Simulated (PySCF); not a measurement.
# C5H6OSi: the cost of one run

Computed with PySCF 2.14.0 and routines of our own; the level stands in each step. Atoms count from 0.

## 1. The starting structure

13 atoms, charge 0, multiplicity 1; geometry from: GFN2-xTB.

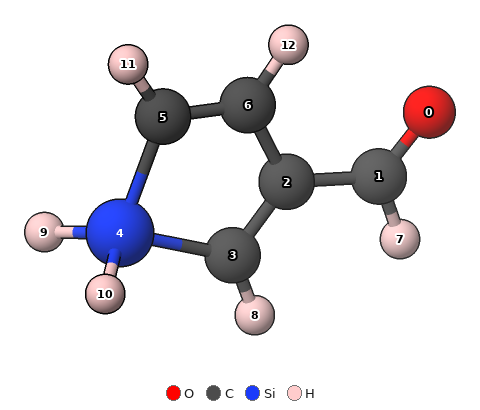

The starting geometry (oxygen red, carbon dark grey, silicon blue, hydrogen pink).

## 2. Relaxing the molecule at PBE/cc-pVDZ

The job: settings as JSON, then the geometry in Å.

```
{"job": {"xc": "PBE", "basis": "cc-pVDZ", "grid": 1, "kind": "geom"}, "charge": 0, "multiplicity": 1}
O      2.874715     1.178165     0.102031
C      2.251610     0.161550    -0.076230
C      0.793837     0.033999    -0.032747
C      0.141966    -1.128652    -0.241518
Si    -1.721904    -0.839739    -0.092079
C     -1.369982     0.977995     0.266392
C     -0.051207     1.196819     0.248698
H      2.770408    -0.795030    -0.297508
H      0.670379    -2.042924    -0.456486
H     -2.414921    -1.081814    -1.356456
H     -2.298705    -1.574217     1.032469
H     -2.078325     1.765482     0.462898
H      0.427742     2.148852     0.422808
```

The run is started by

```console
> OMP_NUM_THREADS=1 python excited_run.py task.json out
```

One launch serves the whole session: the jobs run in the order shown.

**Question.** How long does this first job take on 1 thread of Arm Neoverse V1, shared host, and how much memory does it need?

About 57 s, with a peak of 0.6 GiB.
